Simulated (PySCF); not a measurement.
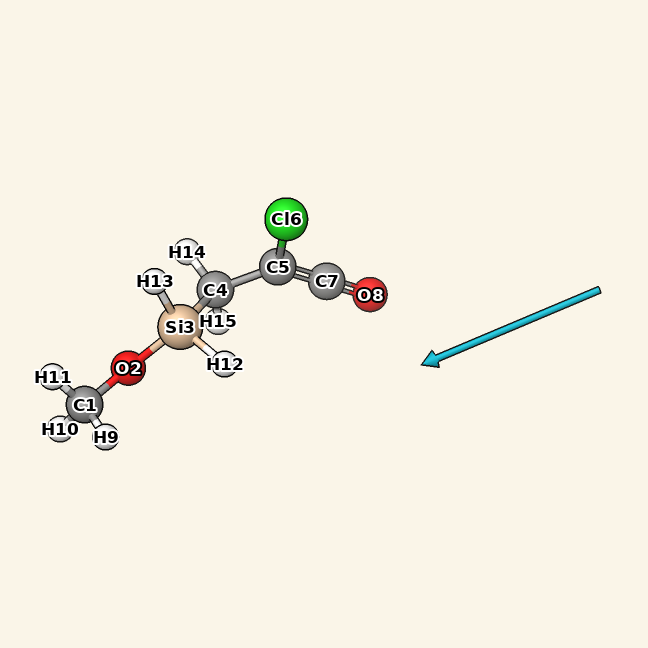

The arrow beside the molecule shows the direction of the dipole moment, from the negative to the positive end (its length means nothing). The geometry was computed by an optimisation with GFN2-xTB. No frequency run is at hand to confirm it as a minimum. Method: ωB97X-D/def2-SVPD, gas phase (PySCF 2.14.0).

How large is the dipole moment?

Answer. 2.68 D; it points from the side of O8 to the side of H10, H11 (the outermost atoms at the two ends).

The geometry is semi-empirical. Around Si such bond lengths and angles can be off by a tenth of an ångström or more and by several degrees, and values that hang on the shape move with them.
